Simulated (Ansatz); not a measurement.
The calculation's input:

```
crystal:
  periodic: [false, false, false]
  atoms:
    - { symbol: Hf, position_ang: [0.0, 0.0, 0.0] }
    - { symbol: Cl, position_ang: [0.0, 0.0, 2.87] }
    - { symbol: F, position_ang: [1.8671, 0.0, -0.6593] }
    - { symbol: F, position_ang: [-0.9326, 1.6157, -0.6593] }
    - { symbol: Cl, position_ang: [-1.1869, -2.0563, -0.8392] }
    - { symbol: S, position_ang: [1.0605, -2.488, 0.8987] }
    - { symbol: H, position_ang: [0.1806, -3.5219, 0.5568] }
    - { symbol: H, position_ang: [0.6263, -1.4693, 2.2626] }
basis:
  gaussian: { orbitals: def2-SVP }
hamiltonian:
  xc: b3lyp
relax:
  f_tol: 0.15
  max_steps: 25
  restrain:
    - { distance: [0, 5], at: 3.75, k: 30.0 }
    - { distance: [7, 1], at: 2.57, k: 30.0 }
    - { distance: [0, 1], at: 2.52, k: 30.0 }
    - { distance: [7, 5], at: 1.4, k: 30.0 }
output:
  orbitals: {}
```

Command:

```sh
ansatz run input.yaml --threads 4 --pin off --max-ram 5120MiB --backend cpu --events-out ev --progress --plain --runs-dir out
```

The fields are those of the run's last geometry, not of the input's.

Core potentials replace the inner electrons of Hf; not at a stationary point (largest force 1.3 eV/Å).

The calculation used Ansatz, RKS B3LYP/def2-SVP.

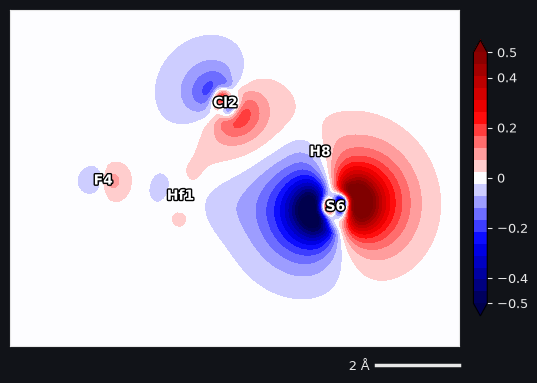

Cl₂F₂Hf···H₂S. One frontier orbital on the plane of atoms Cl2, Hf1 and F4 (values in Å⁻³ᐟ²; the overall sign is arbitrary).

### Which orbital is it: HOMO or LUMO?

The HOMO, at −7.77 eV. It lies mainly on S6 (about 85 %); largely a lone pair of S6.
